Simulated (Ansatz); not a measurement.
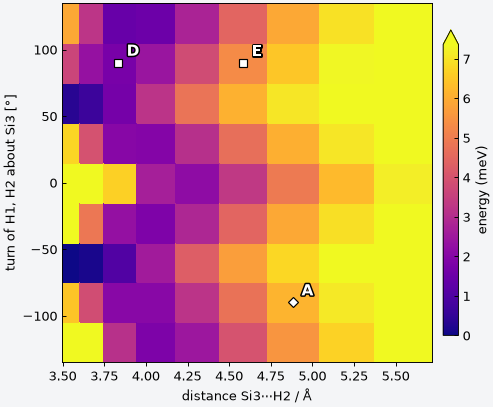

The pair H₂···H₄Si. The turn is about an axis along (−0.32, −0.95, 0.01) in the frame of the relaxed pair, normal to the line between the partners. First axis: distance Si3···H2. Second axis: turn of H1, H2 about Si3. The grid has 9 × 9 points. Points are written as (first, second). Energies: meV, counted from the lowest grid point. Method: RKS wB97X-V/def2-TZVPD (Ansatz 0.2.0).

Drawn: one coloured cell a grid point, one colour for all values above the top of the scale, lettered points.

### What kind of point is each of A, D, E: minimum, saddle, maximum or slope?

A: on a slope; D: saddle point; E: on a slope. (In these two coordinates alone; a stationary point may lie a little off the grid point.)

### Rank the lettered points by energy, lowest first.

D (1.7 meV), E (5.3 meV), A (6.1 meV).
